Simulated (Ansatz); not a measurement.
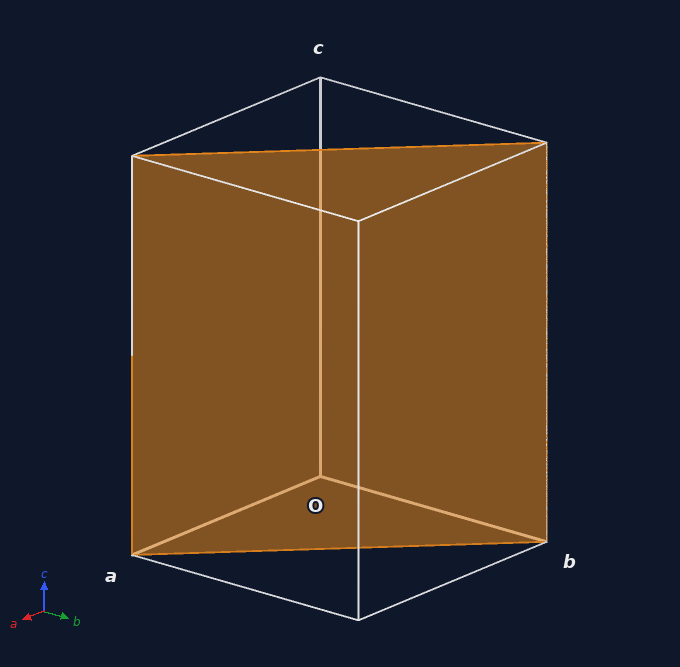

Every member of one family of equally spaced planes, hx + ky + lz = a whole number, that cuts the unit cell is shaded (one member passes through the origin O, touching the cell only at an edge or corner). Crystal: TiAl, the end point of a relaxation with DFT PBEsol, scalar-relativistic, plane waves, PAW (Ansatz 0.2.0). Geometry calculated from the standardised cell; symmetry tolerance 0.002 Å.

a = 2.795 Å, b = 2.795 Å, c = 4.039 Å, α = 90.00°, β = 90.00°, γ = 90.00°.

> What are the Miller indices?

(1 1 0); the opposite sign names the same planes. The member next to the origin meets the axes a at 1, b at 1, c never.

> What is the spacing?

d = 1.976 Å.

> The space group is P4/mmm (No. 123). How many reflections hkl are equivalent to this one (itself included), and does it occur?

4 reflections are equivalent in the Laue class 4/mmm. The space group allows the reflection.
